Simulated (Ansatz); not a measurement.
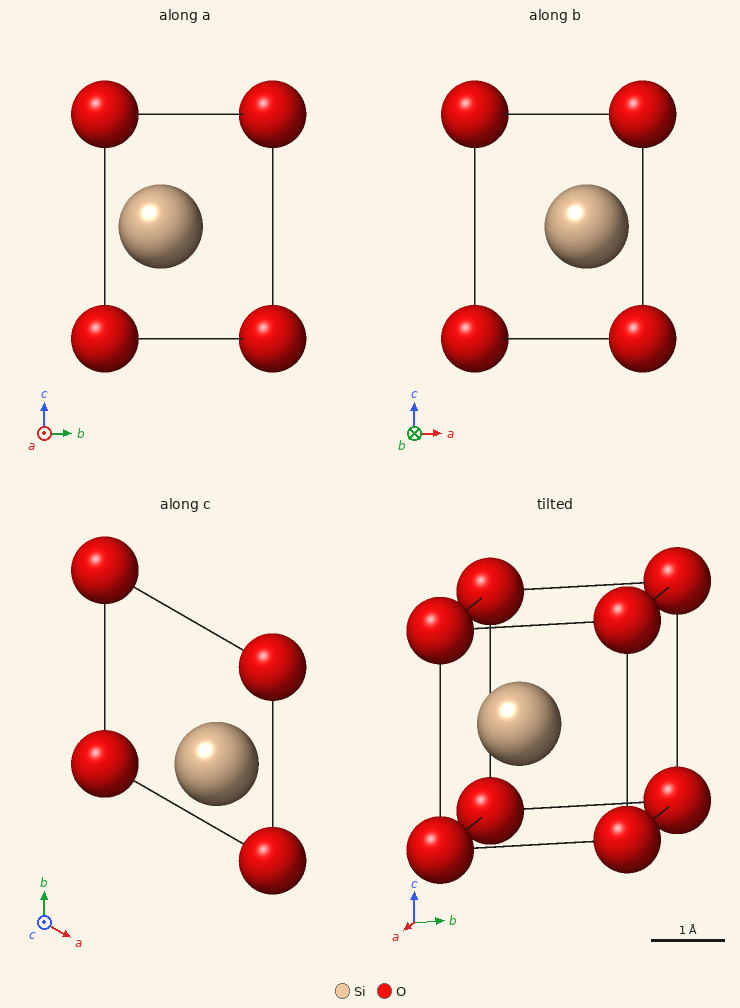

Spheres-only representation of a periodic structure, projected along the a axis, along the b axis, along the c axis and slightly off an axis. The box is the conventional unit cell; atoms on or close to its faces, edges and corners are drawn wherever they repeat.

Lattice parameters: a = 2.6678 Å, b = 2.6678 Å, c = 3.0921 Å, α = 90.000°, β = 90.000°, γ = 120.000°.

> Set out the cell and atoms as a CIF in P1 with every atom of the cell.

```cif
data_structure
_symmetry_space_group_name_H-M 'P 1'
_symmetry_Int_Tables_number 1
_cell_length_a 2.6678
_cell_length_b 2.6678
_cell_length_c 3.0921
_cell_angle_alpha 90.000
_cell_angle_beta 90.000
_cell_angle_gamma 120.000
_cell_volume 19.06
loop_
_atom_site_label
_atom_site_type_symbol
_atom_site_fract_x
_atom_site_fract_y
_atom_site_fract_z
_atom_site_occupancy
Si1 Si 0.6667 0.3333 0.5000 1
O1 O 0.0000 0.0000 0.0000 1
```

The model was built from a structure type filled with these elements by a generator (whether the compound takes this form wasn't checked). The final geometry of a relaxation with DFT PBEsol, scalar-relativistic, plane waves, PAW (Ansatz) is shown.
